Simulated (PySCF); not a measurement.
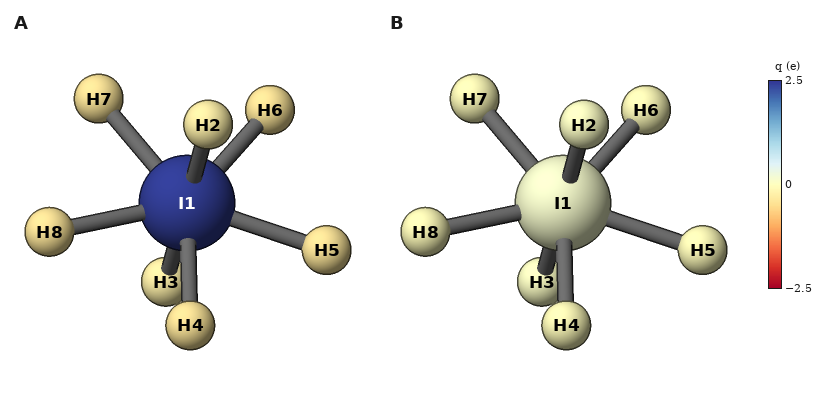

Atomic charges of one calculation by 2 schemes, on one colour scale. The geometry was computed by an optimisation with PBE0/def2-TZVP with core potentials. Computed with PBE0/def2-TZVP, core potentials on I (PySCF 2.14.0).

The schemes are Mulliken, atomic polar tensor. Which panel shows which?

Answer. A atomic polar tensor, B Mulliken.

List the charges (e), one line for each set of equivalent atoms.

```csv
atom,atomic polar tensor,Mulliken
I1,2.40,0.13
"H2, H3",−0.23,0.05
"H4, H5, H6…",−0.39,−0.05
```
